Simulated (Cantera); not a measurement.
Input: 1 mol SiC, 0.0056 mol H2O, 20 mol N2, 0.37 mol CO2, at 1.00 bar.

These are equilibrium values from Cantera (NASA tables, ideal gas, pure condensed phases), not measurements of a reactor. Candidate condensed phases: C, C6H6, C7H8, C8H18, H2O, Si, SiC, SiO2, Si2N2O, Si3N4; 151 gas species. N2 is the only nitrogen source here; it is nearly inert below about 1500 K, so the nitride shown seldom forms there in practice. Mutual solubility and eutectic melting of coexisting phases are not modelled. The tables' values for SiN are old estimates; treat these amounts as uncertain. Kinetics and transport are ignored.

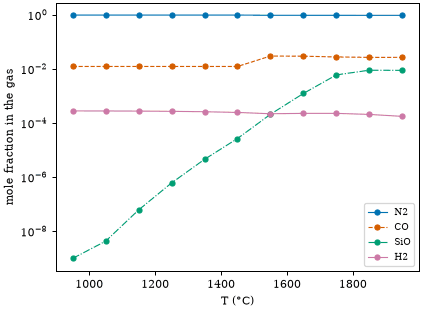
*Equilibrium gas composition (values under 1e-9 drawn at 1e-9)*

From 950 °C to 1450 °C the condensed part is C(graphite) + Si2N2O(s). From 1550 °C to 1750 °C the condensed part is SiC(s) + Si2N2O(s). From 1850 °C to 1950 °C the condensed part is SiC(s).
